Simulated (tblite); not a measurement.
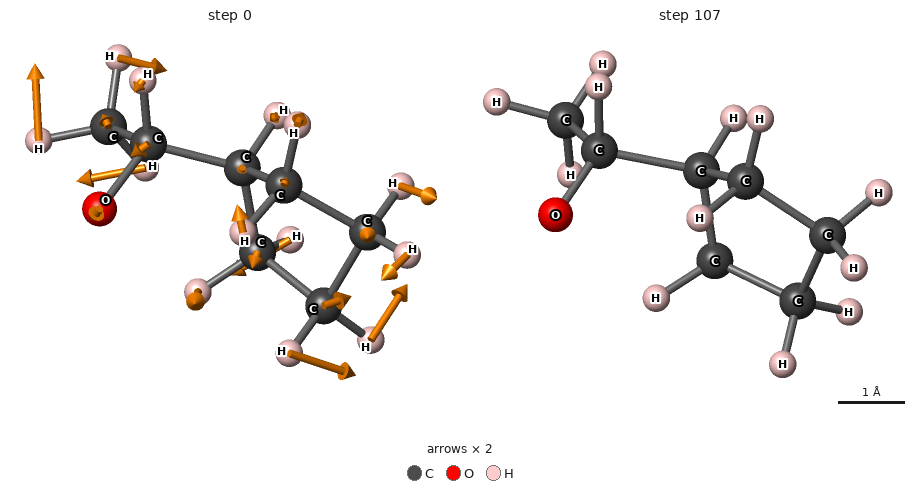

The structure of C$_{7}$H$_{13}$O (charge −1) before (left) and after (right) a relaxation, at one scale. The orange arrows give the displacements, 2 times their true length.

A ball-and-stick model, seen from a free direction.

The calculation used tblite 0.8.0, GFN2-xTB geometry optimisation, gas phase. 

**Describe what moved and what it gained.**

The energy falls by 16.3 kcal/mol in 107 geometry steps. The largest move after the best rigid fit is that of an H atom, 0.63 Å. By element the largest moves are H 0.63 Å, C 0.26 Å, O 0.17 Å. Near-neighbour distances that change, for instance: C–C 1.486 → 1.594 Å, C–O 1.380 → 1.301 Å, C–H 1.112 → 1.157 Å, C–C 1.551 → 1.577 Å. Bond angles that change, for instance: C–C–H 114.9° → 104.8°, H–C–H 115.3° → 107.8°, C–C–H 110.4° → 103.3°. Groups turn about C–C by about 30°, C–C by about 30°, C–C by about 30°. The run took 1.3 s on 1 thread of Intel(R) Xeon(R) Platinum 8488C, on a shared host.
